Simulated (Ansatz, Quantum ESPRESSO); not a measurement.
## Ti (P6_3/mmc): electron–phonon coupling with Quantum ESPRESSO

What λ does ph.x give for Ti (P6_3/mmc), and how does it hang on the broadening? The first relaxation steps of the session are not shown, so no cell shown is the starting entry, unless a step says so.

Calculated with Ansatz 0.2.0 and Quantum ESPRESSO 7.5; DFT PBE, scalar-relativistic, plane waves, PAW; PAW set soft_1, in the first sound run; inputs show where later runs differ.

### 1. The cell after earlier relaxation steps

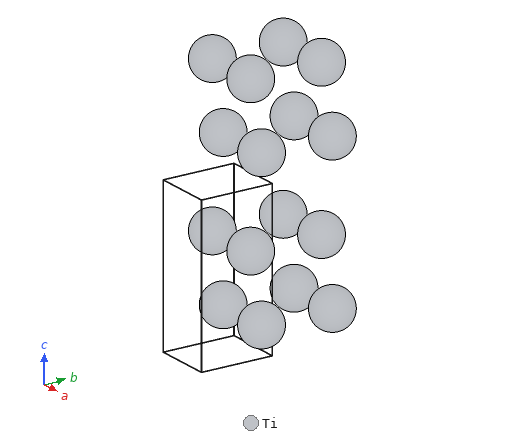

The starting structure, seen slightly off an axis (titanium light grey). 2×2×2 cells are drawn.

### 2. Tight relaxation

Residual forces and stress shift phonon frequencies, so the cell is relaxed again, with tight thresholds and the mesh and smearing of this input. Earlier relaxation steps are not shown.

input.yaml

```yaml
crystal:
  lattice:
    - [2.936393668, 0.0, 0.0]
    - [-1.468196834, 2.542991512, 0.0]
    - [0.0, 0.0, 4.6567687998]
  atoms:
    - { symbol: Ti, position: [0.3333333333, 0.6666666667, 0.25] }
    - { symbol: Ti, position: [0.6666666667, 0.3333333333, 0.75] }
kpoints:
  mp_grid: { grid: [12, 12, 6] }
hamiltonian:
  xc: pbe
  pseudopotentials: { kind: paw, azcp: { folder: soft_1 } }
scf:
  occupations: { method: methfessel_paxton, width: 0.2 }
output:
  forces: true
  stress: true
  eigenvalues: true
relax:
  adjacent_minimum: "off"
  f_tol: 0.001
  max_steps: 60
  cell: { stress_tol: 0.01 }
```

Launch:

```console
ansatz run input.yaml --threads 4 --pin off --max-ram 12288MiB --backend cpu --events-out ev --progress --plain --runs-dir out
```

Numbers of over 12 decimals in the logs are rounded to 6 here.

The log of the run:

```text
[the first part of the log is left out]
  E_hartree    = 692.346934
  E_xc         = -232.294628
  E_vxc        = -290.872631  (∫ρ·V_xc dr)
  E_paw        = -2084.227901  (= ΣΔE_a)
  E_vpaw       = -347.618597  (= ΣTr[D̂ρ^β])
  E_aug_tail   = -0.000165  (compensation charges beyond the density's cutoff)
  E_ewald      = -2311.450846
  E_smearing   = 0.003478  (= −TS)
  E_closure    = 0.000000  (closes the sum)
  Σ components = -4999.334540   (vs F -4999.334540, Δ=0.00e0)
--- Forces (eV/Å), atoms counted from 1 ---
  atom   1  Ti     0.00000000    -0.00000000     0.00000000
  atom   2  Ti     0.00000000     0.00000000     0.00000000
  max |Σ_I F_I| component: 1.85e-17 eV/Å
--- Stress (GPa, compression-positive) ---
       -0.000459       0.000000       0.000000
        0.000000      -0.000459       0.000000
        0.000000       0.000000       0.004894
  P = ⅓ Tr σ = 0.0013 GPa (0.013 kbar)
--- Band table (eV; the first three rows and the last of 76) ---
  k-point 0: bands = ["-43.5400", "-43.4025", "-20.1488", "-19.5040", "-19.5040", "-19.4392", "-19.4030", "-19.4030", "7.0960", "10.5942", "14.0346", "14.0528", "14.0528", "14.1648", "14.5521", "14.5521"]
  k-point 1: bands = ["-43.5310", "-43.4119", "-20.1030", "-19.4973", "-19.4973", "-19.4886", "-19.4098", "-19.4098", "7.3285", "10.4643", "13.6805", "13.9577", "13.9577", "14.0371", "14.4299", "14.4299"]
  k-point 2: bands = ["-43.5060", "-43.4373", "-19.9766", "-19.6221", "-19.4788", "-19.4788", "-19.4284", "-19.4284", "7.9885", "9.9092", "13.2736", "13.7115", "13.8807", "13.8807", "14.1743", "14.1743"]
  k-point 75: bands = ["-43.3906", "-43.3906", "-19.9603", "-19.9603", "-19.7744", "-19.7744", "-19.5329", "-19.5329", "12.0326", "12.0326", "12.2035", "12.2035", "13.0543", "13.0543", "14.9564", "14.9564"]
--- Relaxed structure (2 steps of the walk, 2 accepted, 1 SCFs on fresh bases) ---
  F+E_penalty+E_count = -4999.33454033 eV   max|allowed force component| = 1.018e-16 eV/Å   (the final SCF, on the basis selected at the relaxed cell)
  cell:  # Å, volume = 34.7699 Å³
    - [2.937580, 0.0, 0.0]
    - [-1.468790, 2.544019, 0.0]
    - [0.0, 0.0, 4.652573]
  atoms:
    - { symbol: Ti, position: [0.333333, 0.666667, 0.250000] }
    - { symbol: Ti, position: [0.666667, 0.333333, 0.75] }
```

Wall time 2 s (4 threads of Arm Neoverse V1, shared host); peak memory 0.35 GiB; 7.1 s of CPU time.

Little changed from the start: no atom moved by 0.005 Å and no cell edge by 0.1 %.

Numbers from this step:

* pressure: 0.001325 GPa
* volume per atom: 17.38 Å³/atom
* metallic on mesh: yes
* gap on the k-mesh: 0 eV

The largest force is now zero by symmetry and the largest stress component 0.0049 GPa.

### 3. Ground state with pw.x

ph.x needs a tightly converged ground state on the same k mesh; the cell is that of the step before.

This step: DFT PBE, scalar-relativistic, plane waves, GBRV ultrasoft pseudopotentials (Quantum ESPRESSO 7.5).

pw.in

```
&CONTROL
  calculation = 'scf'
  prefix      = 'x'
  outdir      = './tmp'
  pseudo_dir  = './pseudo'
  tprnfor     = .true.
  tstress     = .true.
/
&SYSTEM
  ibrav       = 4
  celldm(1)   = 5.55122153
  celldm(3)   = 1.58381149
  nat         = 2
  ntyp        = 1
  ecutwfc     = 45.0
  ecutrho     = 360.0
  occupations = 'smearing'
  smearing    = 'fd'
  degauss     = 0.00734986
  nbnd        = 22
/
&ELECTRONS
  conv_thr    = 1.0d-11
  mixing_beta = 0.5
/
ATOMIC_SPECIES
 Ti     47.8670  Ti.upf
ATOMIC_POSITIONS crystal
 Ti     0.333333333   0.666666667   0.250000000
 Ti     0.666666667   0.333333333   0.750000000
K_POINTS automatic
 12 12 6 0 0 0
```

Launch:

```console
OMP_NUM_THREADS=1 mpirun -n 4 pw.x -nk 4 -in pw.in > pw.x.log
```

The log of the run:

```text
Program PWSCF v.7.5

     This program is part of the open-source Quantum ESPRESSO suite
     for quantum simulation of materials; please cite
         "P. Giannozzi et al., J. Phys.:Condens. Matter 21 395502 (2009);
         "P. Giannozzi et al., J. Phys.:Condens. Matter 29 465901 (2017);
         "P. Giannozzi et al., J. Chem. Phys. 152 154105 (2020);
     in publications or presentations arising from this work. More details at

     G-vector sticks info
     --------------------
     sticks:   dense  smooth     PW     G-vecs:    dense   smooth      PW
     Sum         757     379    121                27077     9535    1725

     Using Slab Decomposition

     bravais-lattice index     =            4
     lattice parameter (alat)  =       5.5512  a.u.
     unit-cell volume          =     234.6388 (a.u.)^3
     number of atoms/cell      =            2
     number of atomic types    =            1
     number of electrons       =        24.00
     number of Kohn-Sham states=           22
     kinetic-energy cutoff     =      45.0000  Ry
     charge density cutoff     =     360.0000  Ry
     scf convergence threshold =      1.0E-11
     mixing beta               =       0.5000
     number of iterations used =            8  plain     mixing
     Exchange-correlation=  SLA  PW   PBX  PBC
                           (   1   4   3   4   0   0   0)

     celldm(1)=   5.551222  celldm(2)=   0.000000  celldm(3)=   1.583811
     celldm(4)=   0.000000  celldm(5)=   0.000000  celldm(6)=   0.000000

     crystal axes: (cart. coord. in units of alat)
               a(1) = (   1.000000   0.000000   0.000000 )
               a(2) = (  -0.500000   0.866025   0.000000 )
               a(3) = (   0.000000   0.000000   1.583811 )

     reciprocal axes: (cart. coord. in units 2 pi/alat)
               b(1) = (  1.000000  0.577350 -0.000000 )
               b(2) = (  0.000000  1.154701  0.000000 )
               b(3) = (  0.000000 -0.000000  0.631388 )

     PseudoPot. # 1 for Ti read from file:
     ./pseudo/Ti.upf
     Pseudo is Ultrasoft + core correction, Zval = 12.0
     Using radial grid of  851 points,  6 beta functions with:
                l(1) =   0
                l(2) =   0
                l(3) =   1
                l(4) =   1
                l(5) =   2
                l(6) =   2
     Q(r) pseudized with  6 coefficients,  rinner =    1.000   1.000   1.000
                                                       1.000   1.000

     atomic species   valence    mass     pseudopotential
     Ti               12.00    47.86700     Ti( 1.00)

     24 Sym. Ops., with inversion, found (12 have fractional translation)

   Cartesian axes

     site n.     atom                  positions (alat units)
         1        Ti     tau(   1) = (  -0.0000000   0.5773503   0.3959529  )
         2        Ti     tau(   2) = (   0.5000000   0.2886751   1.1878586  )

     number of k points=    76  Fermi-Dirac smearing, width (Ry)=  0.0073
                       cart. coord. in units 2pi/alat
        k(    1) = (   0.0000000   0.0000000   0.0000000), wk =   0.0023148
        k(    2) = (   0.0000000   0.0000000   0.1052314), wk =   0.0046296
        k(    3) = (   0.0000000   0.0000000   0.2104628), wk =   0.0046296
        k(    4) = (   0.0000000   0.0000000  -0.3156941), wk =   0.0023148
        k(    5) = (   0.0000000   0.0962250   0.0000000), wk =   0.0138889
        k(    6) = (   0.0000000   0.0962250   0.1052314), wk =   0.0277778
        k(    7) = (   0.0000000   0.0962250   0.2104628), wk =   0.0277778
        k(    8) = (   0.0000000   0.0962250  -0.3156941), wk =   0.0138889
        k(    9) = (   0.0000000   0.1924501   0.0000000), wk =   0.0138889
        k(   10) = (   0.0000000   0.1924501   0.1052314), wk =   0.0277778
        k(   11) = (   0.0000000   0.1924501   0.2104628), wk =   0.0277778
        k(   12) = (   0.0000000   0.1924501  -0.3156941), wk =   0.0138889
        k(   13) = (   0.0000000   0.2886751   0.0000000), wk =   0.0138889
        k(   14) = (   0.0000000   0.2886751   0.1052314), wk =   0.0277778
        k(   15) = (   0.0000000   0.2886751   0.2104628), wk =   0.0277778
        k(   16) = (   0.0000000   0.2886751  -0.3156941), wk =   0.0138889
[...]
k(   69) = (   0.2500000   0.5292377   0.0000000), wk =   0.0277778
        k(   70) = (   0.2500000   0.5292377   0.1052314), wk =   0.0555556
        k(   71) = (   0.2500000   0.5292377   0.2104628), wk =   0.0555556
        k(   72) = (   0.2500000   0.5292377  -0.3156941), wk =   0.0277778
        k(   73) = (   0.3333333   0.5773503   0.0000000), wk =   0.0046296
        k(   74) = (   0.3333333   0.5773503   0.1052314), wk =   0.0092593
        k(   75) = (   0.3333333   0.5773503   0.2104628), wk =   0.0092593
        k(   76) = (   0.3333333   0.5773503  -0.3156941), wk =   0.0046296

     Dense  grid:    27077 G-vectors     FFT dimensions: (  36,  36,  54)

     Smooth grid:     9535 G-vectors     FFT dimensions: (  24,  24,  40)

     Check: negative core charge=   -0.000016

     Initial potential from superposition of free atoms

     starting charge      21.9999, renormalised to      24.0000

     negative rho (up, down):  2.332E-03 0.000E+00
     Starting wfcs are   20 randomized atomic wfcs +    2 random wfcs

     per-process dynamical memory:    26.3 Mb

     Self-consistent Calculation

     iteration #  1     ecut=    45.00 Ry     beta= 0.50
     Davidson diagonalization with overlap
     ethr =  1.00E-02,  avg # of iterations =  4.8

     negative rho (up, down):  2.466E-03 0.000E+00

     total energy              =    -238.16980926 Ry
     estimated scf accuracy    <       1.31162373 Ry

     iteration #  2     ecut=    45.00 Ry     beta= 0.50
     Davidson diagonalization with overlap
     ethr =  5.47E-03,  avg # of iterations =  2.1

     negative rho (up, down):  2.010E-03 0.000E+00

     total energy              =    -238.49840793 Ry
     estimated scf accuracy    <       0.02813919 Ry

     iteration #  3     ecut=    45.00 Ry     beta= 0.50
     Davidson diagonalization with overlap
     ethr =  1.17E-04,  avg # of iterations =  3.7

     negative rho (up, down):  1.594E-03 0.000E+00

     total energy              =    -238.50373938 Ry
     estimated scf accuracy    <       0.00056625 Ry

     iteration #  4     ecut=    45.00 Ry     beta= 0.50
     Davidson diagonalization with overlap
     ethr =  2.36E-06,  avg # of iterations =  3.9

     negative rho (up, down):  1.571E-03 0.000E+00

     total energy              =    -238.50379960 Ry
[...]
k = 0.0000 0.0000 0.1052 (  1189 PWs)   bands (ev):

   -43.4219 -43.3028 -19.9806 -19.3845 -19.3845 -19.3660 -19.2970 -19.2970
     7.4356  10.5790  13.7984  14.0744  14.0744  14.1616  14.5465  14.5465
    15.2688  15.2688  16.5673  16.5673  22.5225  27.7000

          k = 0.0000 0.0000 0.2105 (  1183 PWs)   bands (ev):

   -43.3969 -43.3281 -19.8543 -19.4996 -19.3660 -19.3660 -19.3156 -19.3156
     8.0970  10.0216  13.3938  13.8350  13.9980  13.9980  14.2912  14.2912
    15.7482  15.7482  16.4888  16.4888  24.4567  27.3353

          k = 0.0000 0.0000-0.3157 (  1194 PWs)   bands (ev):

   -43.3626 -43.3626 -19.6788 -19.6788 -19.3408 -19.3408 -19.3408 -19.3408
     9.0562   9.0562  13.4825  13.4825  14.0751  14.0751  14.0751  14.0751
    16.2047  16.2047  16.2047  16.2047  26.5055  26.5055

          k = 0.0000 0.0962 0.0000 (  1175 PWs)   bands (ev):

   -43.4241 -43.2907 -20.0112 -19.4223 -19.4016 -19.3230 -19.3227 -19.2943
     7.3970  10.8624  13.7947  13.8455  14.3062  14.5157  14.5914  14.7906
    14.9067  14.9180  16.6160  17.0984  21.6690  27.8988

          k = 0.0000 0.0962 0.1052 (  1176 PWs)   bands (ev):

   -43.4153 -43.2998 -19.9680 -19.4146 -19.3945 -19.3847 -19.3152 -19.3015
     7.6255  10.7390  13.4696  13.8378  14.1876  14.2431  14.5446  14.6543
    15.2060  15.2311  16.6101  16.9297  22.5392  27.7168

          k = 0.0000 0.0962 0.2105 (  1191 PWs)   bands (ev):

   -43.3911 -43.3244 -19.8490 -19.5143 -19.3923 -19.3749 -19.3336 -19.3212
     8.2748  10.1835  13.1699  13.7897  13.8806  14.1016  14.3187  14.3984
    15.7096  15.7490  16.5004  16.6421  24.5116  27.4300

          k = 0.0000 0.0962-0.3157 (  1202 PWs)   bands (ev):

   -43.3578 -43.3578 -19.6836 -19.6836 -19.3626 -19.3626 -19.3481 -19.3481
     9.2207   9.2207  13.3553  13.3553  14.0466  14.0466  14.1804  14.1804
    16.1870  16.1870  16.2541  16.2541  26.6073  26.6073

          k = 0.0000 0.1925 0.0000 (  1182 PWs)   bands (ev):

[...]
14.9008  15.1380  16.7360  18.2030  21.6133  26.7509

          k = 0.0000 0.1925 0.1052 (  1182 PWs)   bands (ev):

[...]
15.2006  15.2787  16.6980  17.7259  22.6110  26.8308

          k = 0.0000 0.1925 0.2105 (  1190 PWs)   bands (ev):

[...]
15.6686  15.8072  16.5227  17.0274  24.6858  27.0599

          k = 0.0000 0.1925-0.3157 (  1188 PWs)   bands (ev):

[...]
16.1593  16.1593  16.4040  16.4040  26.8642  26.8642

          k = 0.0000 0.2887 0.0000 (  1190 PWs)   bands (ev):

[...]
15.3786  15.6514  16.8482  19.4922  21.5307  24.6463

          k = 0.0000 0.2887 0.1052 (  1194 PWs)   bands (ev):

[...]
15.5484  15.5924  16.7789  18.5951  22.7963  24.8143

          k = 0.0000 0.2887 0.2105 (  1188 PWs)   bands (ev):

[...]
15.8166  15.9736  16.5568  17.4786  24.9576  25.3005

          k = 0.0000 0.2887-0.3157 (  1192 PWs)   bands (ev):

[...]
16.2041  16.2041  16.6170  16.6170  26.0208  26.0208

          k = 0.0000 0.3849 0.0000 (  1202 PWs)   bands (ev):

[...]
k = 0.0000 0.3849 0.1052 (  1192 PWs)   bands (ev):

[...]
k = 0.0000 0.3849 0.2105 (  1197 PWs)   bands (ev):

[...]
k = 0.0000 0.3849-0.3157 (  1190 PWs)   bands (ev):

[...]
k = 0.0000 0.4811 0.0000 (  1202 PWs)   bands (ev):

[...]
k = 0.0000 0.4811-0.3157 (  1190 PWs)   bands (ev):

[...]
k = 0.0000-0.5774 0.0000 (  1204 PWs)   bands (ev):

[...]
k = 0.0000-0.5774 0.1052 (  1208 PWs)   bands (ev):

[...]
k = 0.0000-0.5774 0.2105 (  1200 PWs)   bands (ev):

[...]
k = 0.0000-0.5774-0.3157 (  1184 PWs)   bands (ev):

[...]
k = 0.0833 0.1443-0.3157 (  1190 PWs)   bands (ev):

[...]
k = 0.0833 0.2406-0.3157 (  1184 PWs)   bands (ev):

[...]
k = 0.0833 0.3368-0.3157 (  1192 PWs)   bands (ev):

[...]
k = 0.0833 0.4330-0.3157 (  1194 PWs)   bands (ev):

[...]
k = 0.0833 0.5292-0.3157 (  1192 PWs)   bands (ev):

[...]
k = 0.1667 0.2887-0.3157 (  1194 PWs)   bands (ev):

[...]
k = 0.1667 0.3849-0.3157 (  1202 PWs)   bands (ev):

[...]
k = 0.1667 0.4811-0.3157 (  1194 PWs)   bands (ev):

[...]
k = 0.1667 0.5774-0.3157 (  1204 PWs)   bands (ev):

[...]
k = 0.2500 0.4330 0.1052 (  1206 PWs)   bands (ev):

[...]
k = 0.2500 0.4330 0.2105 (  1198 PWs)   bands (ev):

[...]
k = 0.2500 0.4330-0.3157 (  1196 PWs)   bands (ev):

[...]
k = 0.2500 0.5292 0.0000 (  1201 PWs)   bands (ev):

[...]
k = 0.2500 0.5292 0.1052 (  1207 PWs)   bands (ev):

[...]
k = 0.2500 0.5292 0.2105 (  1200 PWs)   bands (ev):

[...]
k = 0.2500 0.5292-0.3157 (  1202 PWs)   bands (ev):

[...]
16.6428  16.6428  19.2277  19.2277  22.2240  22.2240

          k = 0.3333 0.5774 0.0000 (  1194 PWs)   bands (ev):

   -43.2815 -43.2815 -19.7753 -19.6649 -19.6649 -19.5974 -19.5974 -19.5457
    11.7090  12.0018  12.0018  12.0921  13.6258  13.6258  14.8951  16.4647
    16.4647  16.7022  19.3616  19.7639  19.7639  24.4025

          k = 0.3333 0.5774 0.1052 (  1206 PWs)   bands (ev):

   -43.2815 -43.2815 -19.7602 -19.7417 -19.7417 -19.5614 -19.5195 -19.5195
    11.7928  12.0663  12.0663  12.1211  13.5213  13.5213  14.8672  16.3105
    16.5003  16.5003  19.7971  19.8347  19.8347  23.6649

          k = 0.3333 0.5774 0.2105 (  1197 PWs)   bands (ev):

   -43.2815 -43.2815 -19.8160 -19.8160 -19.7187 -19.6039 -19.4430 -19.4430
    11.9878  12.1720  12.2210  12.2210  13.2983  13.2983  14.8632  15.6085
    16.5483  16.5483  20.0183  20.0183  20.6754  22.6309

          k = 0.3333 0.5774-0.3157 (  1200 PWs)   bands (ev):

   -43.2814 -43.2814 -19.8434 -19.8434 -19.6616 -19.6616 -19.4145 -19.4145
    12.1476  12.1476  12.3215  12.3215  13.1686  13.1686  15.0738  15.0738
    16.5616  16.5616  20.1390  20.1390  21.6407  21.6407

     the Fermi energy is    13.3729 ev

!    total energy              =    -238.50385301 Ry
     estimated scf accuracy    <          8.7E-13 Ry
     smearing contrib. (-TS)   =      -0.00567692 Ry
     internal energy E=F+TS    =    -238.49817608 Ry

     The total energy is F=E-TS. E is the sum of the following terms:
     one-electron contribution =     -81.05493907 Ry
     hartree contribution      =      48.52204031 Ry
     xc contribution           =     -36.07677343 Ry
     ewald contribution        =    -169.88850389 Ry

     convergence has been achieved in  10 iterations

     negative rho (up, down):  1.559E-03 0.000E+00

     Forces acting on atoms (cartesian axes, Ry/au):

     atom    1 type  1   force =     0.00000000    0.00000000    0.00000000
     atom    2 type  1   force =     0.00000000    0.00000000    0.00000000

     Total force =     0.000000     Total SCF correction =     0.000000

     Computing stress (Cartesian axis) and pressure

     negative rho (up, down):  1.559E-03 0.000E+00
          total   stress  (Ry/bohr**3)                   (kbar)     P=        1.84
   0.00001284   0.00000000   0.00000000            1.89        0.00        0.00
   0.00000000   0.00001284   0.00000000            0.00        1.89        0.00
   0.00000000   0.00000000   0.00001179            0.00        0.00        1.73

     Writing all to output data dir ./tmp/x.save/ :
     XML data file, charge density, pseudopotentials, collected wavefunctions

   JOB DONE.
```

Elapsed: 9.4 s, on 4 MPI ranks.

Numbers from this step:

```
pressure : 0.1837 GPa
```

With these potentials, mesh and smearing the cell is at 0.18 GPa.

(Continued in part 2 of 4.)

[Logs are printed without paths, hosts, clocks, repeated set-up lines and the standing remarks that a program may print on its own settings, such as how far it seeks lower states.]

[Hosts, paths, dates, database ids (printed as entryN), source tags and the programs' standing remarks are cut or masked in the printed files.]
